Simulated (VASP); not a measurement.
Band structure of Sb (space group I4/mcm). These are r2SCAN meta-GGA, VASP's PBE PAW potentials (set 64) (plane waves; VASP 6.6.1) values and carry that method's errors.

Unless said otherwise, spin-orbit coupling is left out, though it shifts the bands of the heavy elements here.

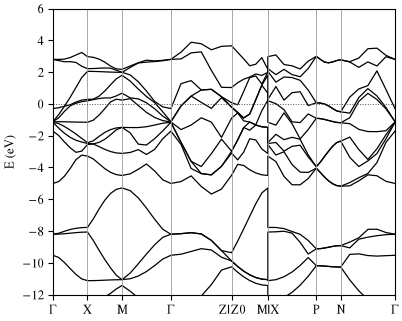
*Bands along high-symmetry lines, zero at the valence-band maximum or, without a gap, the Fermi level*

Task: Read the plot: is there a gap, and where are the band edges?

Result: It has no gap at this level: it comes out as a metal or semimetal.

The structure comes from a computed database's Sb entry (I4/mcm); how it stands against other phases isn't given here. It was relaxed first.
